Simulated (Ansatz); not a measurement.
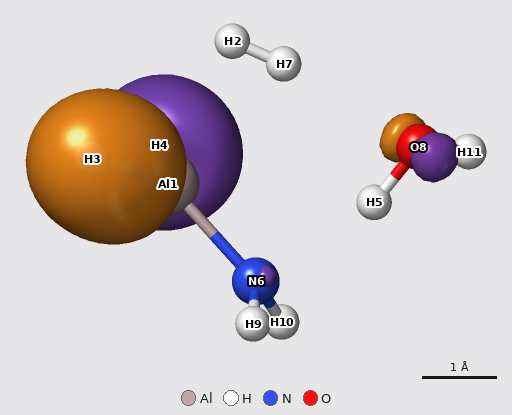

The picture shows: AlH₄N···H₂···H₂O. The HOMO−1 at ±0.15 Å⁻³ᐟ² (orange and purple are the two phases), seen across its widest extent.

The product side of a reaction path; geometry: PBE0-D4/def2-TZVP.

These are results of Ansatz 0.2.0, RKS PBE0-D4/def2-TZVPP, not measurements.

```json
{"atom": "Al", "x (Å)": "-0.6594", "y (Å)": "-1.2162", "z (Å)": "-0.3843"}
{"atom": "H", "x (Å)": "1.3404", "y (Å)": "-1.4280", "z (Å)": "0.5414"}
{"atom": "H", "x (Å)": "0.0070", "y (Å)": "-2.1295", "z (Å)": "-1.4913"}
{"atom": "H", "x (Å)": "-1.3562", "y (Å)": "-1.7546", "z (Å)": "0.9303"}
{"atom": "H", "x (Å)": "0.4995", "y (Å)": "1.3372", "z (Å)": "0.2301"}
{"atom": "N", "x (Å)": "-0.9554", "y (Å)": "0.5168", "z (Å)": "-0.7826"}
{"atom": "H", "x (Å)": "1.3268", "y (Å)": "-0.6865", "z (Å)": "0.7158"}
{"atom": "O", "x (Å)": "1.2977", "y (Å)": "1.4695", "z (Å)": "0.7797"}
{"atom": "H", "x (Å)": "-0.7927", "y (Å)": "0.8808", "z (Å)": "-1.7102"}
{"atom": "H", "x (Å)": "-1.7249", "y (Å)": "1.0164", "z (Å)": "-0.3609"}
{"atom": "H", "x (Å)": "1.0173", "y (Å)": "1.9941", "z (Å)": "1.5321"}
```

Q: Where does this orbital lie, and at what energy?

A: By Hirshfeld shares it lies mainly on Al1 (about 35 %), H4 (about 30 %) and H3 (about 30 %). Its energy is −8.34 eV.
